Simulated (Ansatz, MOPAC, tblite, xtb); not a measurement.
# How methods differ on SiICl2F (SMILES F[Si](Cl)(Cl)I)

The species is SiICl2F (5 atoms), meant as a singlet with charge 0. As SMILES, `F[Si](Cl)(Cl)I`. The shape is that of a PBE0-D4/def2-TZVP optimisation.

Quantity: the dipole moment, in D. The values are calculated.

```tsv
level	kind	program	value (D)
IPEA1-xTB	semi-empirical	tblite	1.76
MNDO	semi-empirical	MOPAC	0.83
GFN1-xTB	semi-empirical	tblite	1.18
GFN0-xTB	semi-empirical	xtb	1.26
HF/STO-3G	Hartree–Fock	Ansatz	1.27
HF/3-21G	Hartree–Fock	Ansatz	1.38
HF/def2-SVP (core potential)	Hartree–Fock	Ansatz	0.83
PBE/STO-3G	GGA	Ansatz	1.60
r2SCAN/STO-3G	meta-GGA	Ansatz	1.51
PBE0/def2-SVP (core potential)	global hybrid	Ansatz	0.73
```

All-electron rows without a relativistic Hamiltonian named are non-relativistic, while core potentials hold scalar relativity, so basis and relativity change together. The values span 0.73 to 1.76 D. Magnitudes only: a small dipole may point the other way at some levels. Sets without polarisation functions give poor dipoles.

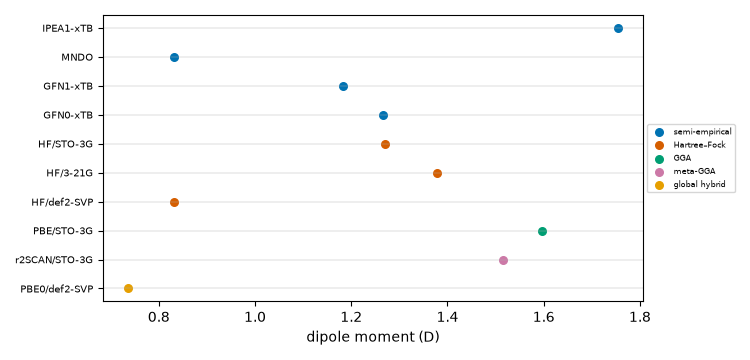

The values of the table, level by level.
